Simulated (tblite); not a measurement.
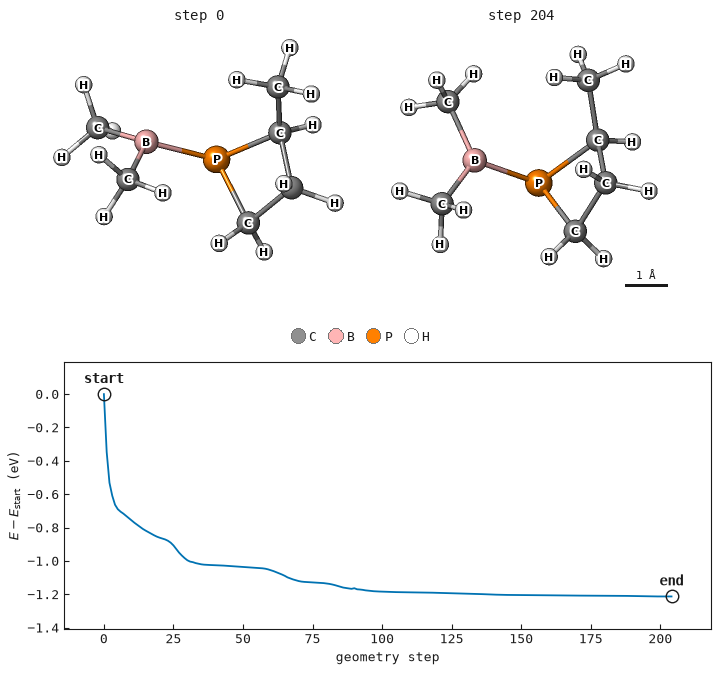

First and last geometry of a relaxation of C₆H₁₄BP, with the history of the run. A ball-and-stick model, seen at a tilt.

All numbers below come from tblite, GFN2-xTB geometry optimisation, gas phase. 

**Read the history and describe the run.**

It converged. The atom that moves furthest after the best rigid fit is an H atom (2.02 Å). Largest moves by element: H 2.02 Å, C 1.15 Å, P 0.59 Å, B 0.46 Å. Some distances before and after: C–P 1.809 → 1.903 Å, C–H 1.126 → 1.091 Å, C–C 1.500 → 1.532 Å, B–C 1.603 → 1.579 Å. Bond angles that change, for instance: B–P–C 119.5° → 104.5°, B–P–C 112.1° → 103.4°, C–C–C 110.2° → 116.7°. Groups turn about C–C by about 30°. Over 204 geometry steps the energy falls by 1.213 eV. Cost: 2.7 s on 1 thread of Arm Neoverse N1, with other jobs on the host.
